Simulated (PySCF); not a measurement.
# H$_{2}$N$_{2}$, SMILES `N=N`: electronic structure

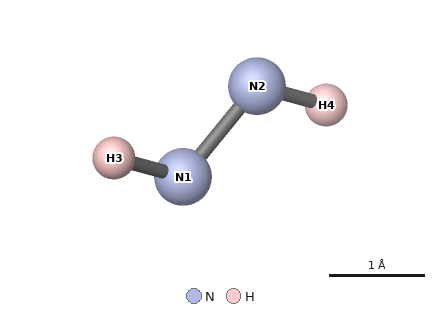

The molecule, with its atoms numbered as below. No frequency check shows the geometry to be a minimum.

Geometry (Å), atoms numbered from 1:

```
N1       0.5879    0.1878    0.0000
N2      -0.5879   -0.1878    0.0000
H3       1.2144   -0.6366    0.0000
H4      -1.2144    0.6366    0.0000
```

## 1. Bonding charge

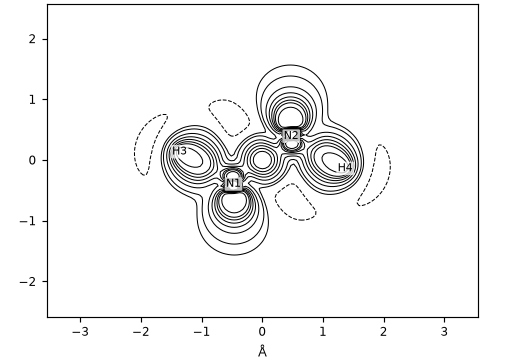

Deformation density (molecule less spherical, spin-averaged free atoms) in the molecular plane; contours at ±0.05 to ±0.8 e/Å³; solid lines: gain, dashed lines: loss.

Computed with PySCF, PBE0/cc-pVTZ, geometry: GFN2-xTB.

Question: How much density has each bond in this plane gained at its critical point, relative to the free atoms?

Answer: N1–H3 and N2–H4: +0.93 e/Å³ at the bond critical point (bond length 1.03 Å, Mayer order 1.0). N1–N2: +0.75 e/Å³ at the bond critical point (bond length 1.23 Å, Mayer order 1.9). In all, 1.0 electrons gather in the regions of gain relative to the promolecule.

## 2. Bond critical points

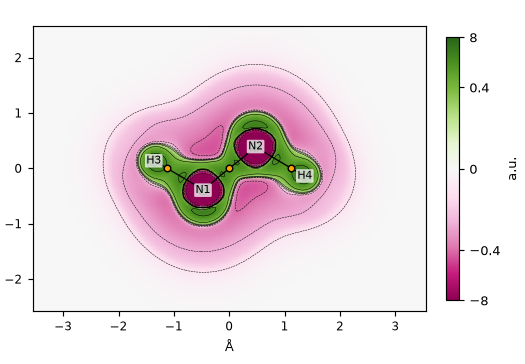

Negative Laplacian of the density (−∇²ρ) in the molecular plane (green positive, pink negative, colour scale in a.u., logarithmic beyond ±0.04), with bond paths and bond critical points (dots).

Question: Sort the bonds in the plane by the sign of ∇²ρ at their critical points.

Answer: Concentrated (∇²ρ < 0): N1–N2 (−1.57 a.u.); N1–H3 and N2–H4 (−1.65 a.u.). At none is it depleted.

Question: Where along N1–H3 does the critical point lie?

Answer: 0.76 Å from N1 and 0.28 Å from H3.

## 3. Local ionisation energy

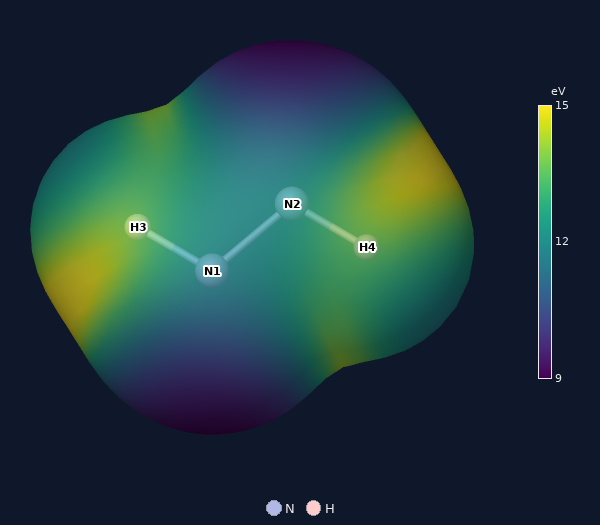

Average local ionisation energy on the surface of electron density 0.001 a.u.

Question: Where are the most loosely bound electrons on this surface?

Answer: The lowest value is 9.0 eV, 1.9 Å from N2, and at like points elsewhere. Further minima include 11.7 eV, 1.3 Å from H4, and at like points elsewhere. For comparison, the highest occupied orbital lies at −6.8 eV.

Question: What volume does the surface enclose, and what is the dipole moment?

Answer: About 44 Å³; the dipole moment is 0.0 D.

## 4. In an electric field

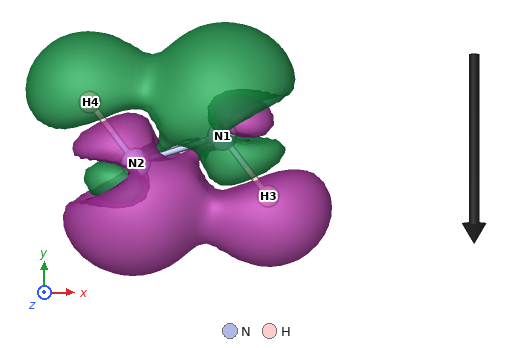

Change of the electron density in a uniform field of 0.26 V/Å along −y (arrow), surfaces at ±0.001 e/Å³ (green: gain, purple: loss).

Method: HF/def2-TZVP; geometry: GFN2-xTB; program: PySCF. A basis without diffuse functions makes polarisabilities too small.

Question: What dipole is induced, and what polarisability does it imply?

Answer: The induced dipole is 0.17 D (along the field); α along this axis, from the fields in both directions, is 14 bohr³ (2.0 Å³).

Question: Which atoms gain and lose the most charge?

Answer: Electrons gather most on N1 (Hirshfeld charge changes by −0.008 e) and leave N2 most (+0.008 e); 0.024 electrons are displaced in all.

## 5. Stretching a bond

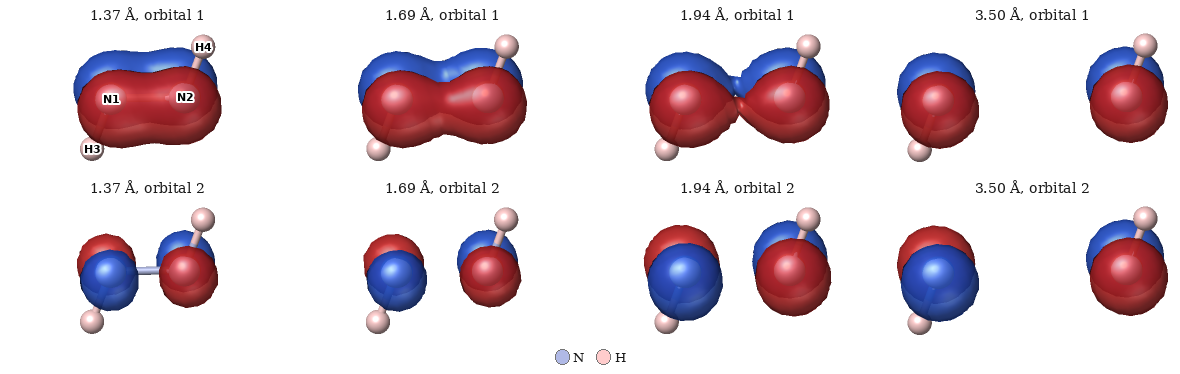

Rigid stretch of the N1–N2 bond. The two CASSCF(4,4) natural orbitals nearest half filling (orbital 1 the more occupied).

Level of theory: def2-SVP basis (PySCF), at a geometry from GFN2-xTB.

Question: How do the occupations change along the stretch?

Answer: 1.37 Å: 1.87 and 0.13; 1.69 Å: 1.69 and 0.31; 1.94 Å: 1.46 and 0.54; 3.50 Å: 1.01 and 0.99. At the longest distance computed (3.50 Å) they are 1.01 and 0.99, and the effective number of unpaired electrons is 4.0.

UHF's ⟨S²⟩ passes 1 along the scan (up to 2.03), so it also polarises electrons outside the stretched bond; its energy lowering isn't due to that bond alone.

UHF already breaks spin symmetry near equilibrium here (⟨S²⟩ = 0.23 at 1.25 Å), for reasons apart from this bond.

Question: How much energy does the stretch cost?

Answer: By CASSCF, 4.7 eV from the lowest point of the scan (1.25 Å) to 3.50 Å; RHF gives 16.5 eV from its own lowest point. The fragments aren't relaxed and dynamic correlation is missing, so this isn't a bond dissociation energy.
